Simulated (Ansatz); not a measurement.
BBrFH₃Si (SMILES FB([SiH3])Br)

```yaml
atoms:
  - { symbol: F, position_ang: [-1.4940, -1.1565, 1.1315] }
  - { symbol: B, position_ang: [-0.7796, -0.8239, 0.0812] }
  - { symbol: Si, position_ang: [0.5974, 0.6634, 0.0849] }
  - { symbol: Br, position_ang: [-1.0872, -1.8274, -1.5298] }
  - { symbol: H, position_ang: [0.2105, 1.6675, -0.9409] }
  - { symbol: H, position_ang: [0.6977, 1.3223, 1.4132] }
  - { symbol: H, position_ang: [1.9166, 0.0868, -0.2857] }
```

Geometry: PBE0-D4/def2-TZVP.

Method: Ansatz 0.2.0, RKS PBE0-D4/def2-TZVPP.

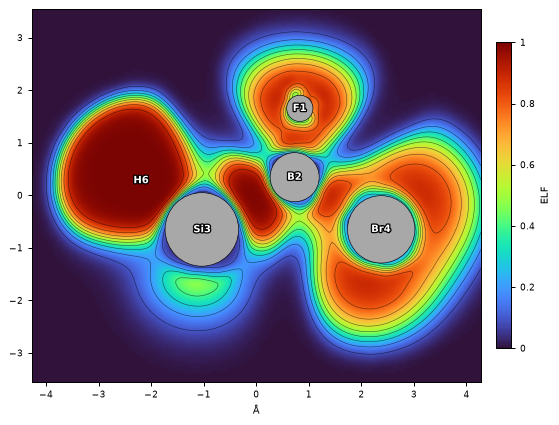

Figure 1. ELF on the plane of atoms Si3, B2 and Br4. Grey discs cover the atomic cores.

What do the fields say about this system?

- The plane passes through F, B, Si, Br and H nuclei.
- B–F (1.31 Å): the ELF peaks at about 0.85 between the atoms, as expected for a polar covalent bond.
- B–Br (1.92 Å): the ELF peaks at about 0.90 between the atoms: a shared but strongly polarised pair.
- Si–B (2.03 Å): the ELF peaks at about 1 between the atoms; a shared electron pair.
- Si–H (1.49 Å): the ELF climbs to about 1 towards the hydrogen, as it does in any bond to H.
- The ELF also peaks beside Br4 and F1, away from the bonds: lone-pair regions.

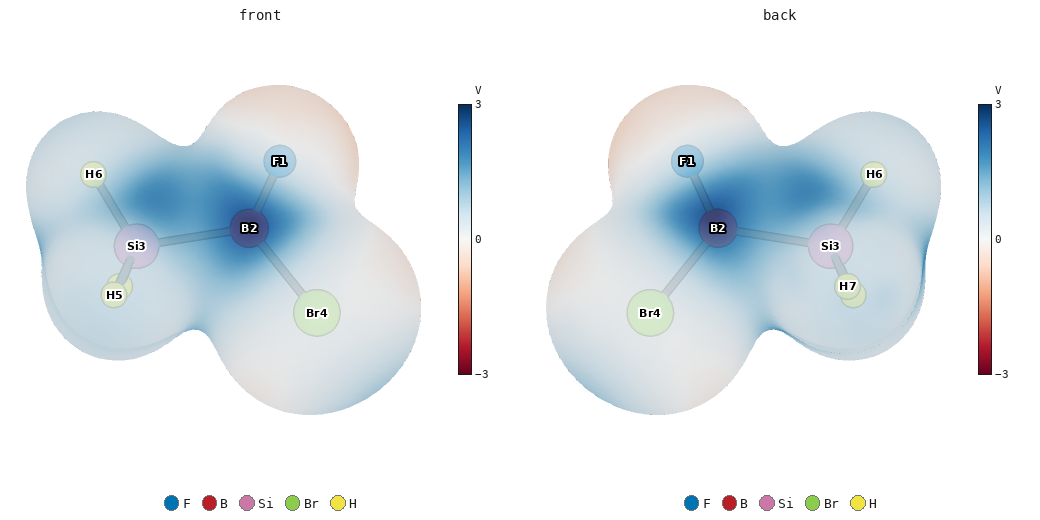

Figure 2. The molecular electrostatic potential painted on the density surface at 0.004 e/bohr³, seen from the front and from behind; the colour scale runs from red (negative) to blue (positive).

Which sites attract a positive test charge, and which a negative one?

A positive charge is drawn to the negative regions and a negative charge to the positive ones. The most negative region (about −0.4 V, or −9 kcal/mol for a unit charge) lies over F1, the most positive (about +2.5 V, or +58 kcal/mol for a unit charge) over B2. Br4 shows a σ-hole: about +0.9 V, or +21 kcal/mol for a unit charge at the tip opposite its bond, against about 0.0 V on its flanks.

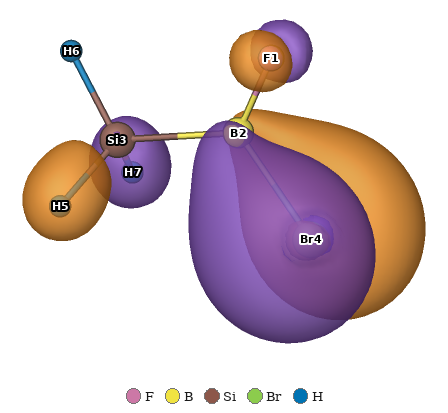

Figure 3. The HOMO−1 at ±0.08 Å⁻³ᐟ² (orange and purple are the two phases), seen at a tilt.

Describe this orbital and give its energy.

Its weight (Hirshfeld) is mainly on Br4 (about 85 %) and B2 (about 10 %); largely a lone pair of Br4. Its energy is −9.16 eV.

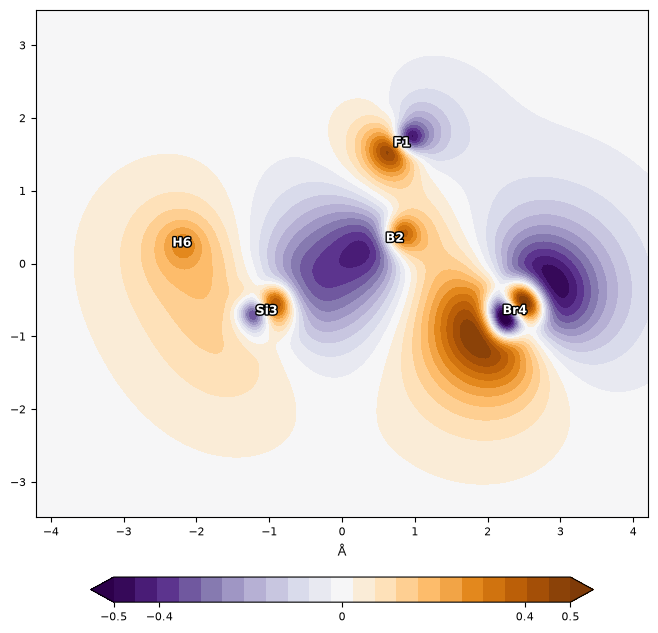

Figure 4. One frontier orbital on the plane of atoms B2, Si3 and H6 (values in Å⁻³ᐟ²; the overall sign is arbitrary).

Which orbital is it: HOMO or LUMO?

The HOMO, at −8.38 eV. By Hirshfeld shares it lies mainly on Br4 (about 55 %), Si3 (about 20 %) and B2 (about 15 %).
